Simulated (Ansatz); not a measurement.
# SiH3O (SMILES [O][SiH3]): levels of theory compared

Aim: a comparison of 6 runs (UB2PLYP/STO-3G, UPBE/STO-3G, UPBE0/STO-3G, USVWN5/STO-3G, UMP2/STO-3G, UBCCD(T)/STO-3G) of SiH3O. 

The calculation is run with Ansatz 0.2.0.

65 further runs of the same task are left out: 16 that didn't finish, 49 set aside as unsound or not needed.

**1. The system as given**

SiH3O: 5 atoms, total charge 0, spin state doublet. As SMILES, `[O][SiH3]`. The Si2–O1 distance was set to 3.060 Å, away from the relaxed value. At this shape a bond of the SMILES string is far longer than usual.

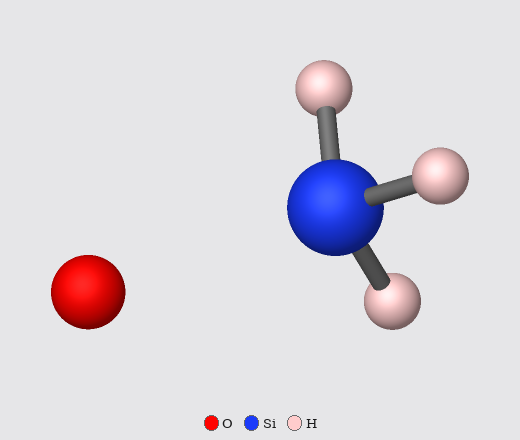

The structure, seen from a chosen angle (oxygen red, silicon blue, hydrogen pink).

**2. A single-point energy at UB2PLYP/STO-3G (run 1)**

Contents of in.yaml:

```yaml
crystal:
  periodic: [false, false, false]
  atoms:
    - {symbol: O, position_ang: [-2.767369, 0.527860, 1.360550]}
    - {symbol: Si, position_ang: [-0.065850, 0.007840, 0.019870]}
    - {symbol: H, position_ang: [-0.120650, -0.242400, -1.447490]}
    - {symbol: H, position_ang: [0.685890, -1.159260, 0.572930]}
    - {symbol: H, position_ang: [0.917210, 1.125960, 0.164480]}
basis:
  gaussian:
    orbitals: STO-3G
total_charge: 0
magnetization:
  spin_polarized: true
  initial_magnetization: 1
hamiltonian:
  xc: {name: B2PLYP}
correlation:
  frozen_orbitals: {H: 0, O: 1, Si: 5}
accuracy: high
```

The run is started by

```
$ ansatz run in.yaml --threads 1 --pin off --max-ram 2610MiB --events-out events.jsonl --progress --plain --runs-dir runs
```

What it wrote:

```text
Warning: RAYON_NUM_THREADS=1 ignored (pool sized by the plan → 1); use --threads N
Functional definition: B2PLYP
  name "B2PLYP"
  parameter a = 0.53
  parameter c = 0.27
  exchange = (1 - a)*b88_x + a*exact_x
  correlation = (1 - c)*lyp_c + c*(mp2_os + mp2_ss)
270 factors; integrals over basis functions are off by at most 2.8e-8 eV
mean field evaluation 1: about -9830.6927 eV, gradient 1.5e1 eV
mean field evaluation 2: about -9830.6698 eV, gradient 1.5e1 eV
mean field evaluation 4: about -9833.2557 eV, gradient 1.2e1 eV
mean field evaluation 8: about -9837.0000 eV, gradient 8.5e0 eV
mean field evaluation 16: about -9840.9796 eV, gradient 4.4e-4 eV
mean field evaluation 32: about -9840.9796 eV, gradient 4.1e-6 eV
mean field evaluation 64: about -9839.5843 eV, gradient 4.6e0 eV
mean field evaluation 96: about -9840.0012 eV, gradient 2.0e-6 eV
mean field evaluation 128: about -9840.9726 eV, gradient 1.6e-1 eV
mean field evaluation 160: about -9719.8561 eV, gradient 3.2e1 eV
mean field -9840.97961496 eV, -361.6493303941 hartree, gradient 1.9e-8 eV, S^2 1.706271; 6 other end points of the search recorded, 0 dependent functions left out
6 core orbitals not correlated: weight in the atoms' cores, before any rotation towards them, 1.000 or more for the frozen orbitals, at most 0.000 for the correlated occupied ones
reference -9840.97963161 eV, -361.6493310063 hartree; 7, 6 occupied and 4, 5 virtual orbitals, 270 factors
second order -1.26271264 eV of doubles, -0.00000000 eV of singles
Total energy: -9841.32056403 eV, -361.6618600414 hartree
```

It took 21 s on 1 thread of Arm Neoverse V1, shared host; peak memory 0.13 GiB.

**3. The energy at UPBE/STO-3G (run 2)**

in.yaml, as its differences from that of step 2:

```diff
@@ -9,12 +9,5 @@
 basis:
-  gaussian:
-    orbitals: STO-3G
-total_charge: 0
-magnetization:
-  spin_polarized: true
-  initial_magnetization: 1
-hamiltonian:
-  xc: {name: B2PLYP}
-correlation:
-  frozen_orbitals: {H: 0, O: 1, Si: 5}
+  gaussian: {orbitals: STO-3G}
+magnetization: {spin_polarized: true, initial_magnetization: 1}
 accuracy: high
+hamiltonian: {xc: {name: PBE}}
```

The run is started by

```
$ ansatz run in.yaml --threads 1 --pin off --max-ram 2610MiB --events-out events.jsonl --progress --plain --runs-dir runs
```

What it wrote (excerpt; [...] marks lines left out):

```text
Warning: RAYON_NUM_THREADS=1 ignored (pool sized by the plan → 1); use --threads N
Functional definition: PBE
  name "PBE"
[...]
270 factors; integrals over basis functions are off by at most 2.8e-8 eV
[...]
mean field -9840.47948943 eV, -361.6309511199 hartree, gradient 3.8e-8 eV, S^2 1.542160; 8 other end points of the search recorded, 0 dependent functions left out
reference -9840.47949108 eV, -361.6309511806 hartree; 13, 12 occupied and 4, 5 virtual orbitals, 270 factors
Total energy: -9840.47949108 eV, -361.6309511806 hartree
```

Run time: 67 s. Hardware: 1 thread of Arm Neoverse V1, shared host; peak memory 0.12 GiB.

Runs 3 to 5 aren't shown in full; the table further down has their settings and results.

**4. A single-point energy at UBCCD(T)/STO-3G (run 6)**

Contents of run.yaml:

```yaml
basis:
  gaussian: {orbitals: STO-3G}
crystal:
  periodic: [false, false, false]
  atoms:
    - {symbol: O, position_ang: [-2.767369, 0.527860, 1.360550]}
    - {symbol: Si, position_ang: [-0.065850, 0.007840, 0.019870]}
    - {symbol: H, position_ang: [-0.120650, -0.242400, -1.447490]}
    - {symbol: H, position_ang: [0.685890, -1.159260, 0.572930]}
    - {symbol: H, position_ang: [0.917210, 1.125960, 0.164480]}
magnetization: {spin_polarized: true, initial_magnetization: 1}
correlation: {method: bccd_t, frozen_orbitals: {H: 0, O: 1, Si: 5}}
accuracy: high
scf: {omitted_lower_state_checks: [cluster_reference, increment]}
```

The run is started by

```
$ ansatz run run.yaml --threads 1 --pin off --max-ram 2610MiB --events-out events.jsonl --progress --plain --runs-dir runs
```

What it wrote:

```text
Warning: RAYON_NUM_THREADS=1 ignored (pool sized by the plan → 1); use --threads N
[... 20 lines left out ...]
6 core orbitals not correlated: weight in the atoms' cores, before any rotation towards them, 1.000 or more for the frozen orbitals, at most 0.000 for the correlated occupied ones
[... 123 lines left out ...]
Total energy: -9826.89143832 eV, -361.1315994518 hartree
Checks for a lower state left out: cluster_reference, increment
```

Run time: 1.3 s. Hardware: 1 thread of Arm Neoverse V1, shared host.

**5. Overview of the runs**

| run | level | frozen core orbitals | energy (Eh) | ⟨S²⟩ | wall time |
| --- | --- | --- | --- | --- | --- |
| 1 | UB2PLYP/STO-3G | 6 | -361.661860 | 1.706 | 21 s |
| 2 | UPBE/STO-3G | – | -361.630951 | 1.542 | 67 s |
| 3 | UPBE0/STO-3G | – | -361.702533 | 1.666 | 20 s |
| 4 | USVWN5/STO-3G | – | -360.073633 | 1.468 | 33 s |
| 5 | UMP2/STO-3G | 6 | -361.110541 | 1.732 | 0.89 s |
| 6 | UBCCD(T)/STO-3G | 6 | -361.131599 | 1.732 | 1.3 s |

**6. Summary of results**

| quantity | value |
| --- | --- |
| run 6: total energy | -361.13160 Eh |
| run 6: correlation energy (6 core orbitals frozen) | -56.9 mEh |
| run 6: (T) correction | -0.60 mEh |
| run 6: ⟨S²⟩ of the reference determinant | 1.732 |

In words: Totals of different functionals can't be ranked against each other. In runs 1, 2, 3, 4, 5, 6 the basis is minimal, so the values are rough. Spin contamination of the reference: run 5 ⟨S²⟩ = 1.73, run 6 ⟨S²⟩ = 1.73, run 1 ⟨S²⟩ = 1.71, run 3 ⟨S²⟩ = 1.67, run 2 ⟨S²⟩ = 1.54, run 4 ⟨S²⟩ = 1.47. Where it is this large, the reference is a mixture of spin states, and values that rest on it are in doubt. All runs together took 2.4 min, the longest 67 s.
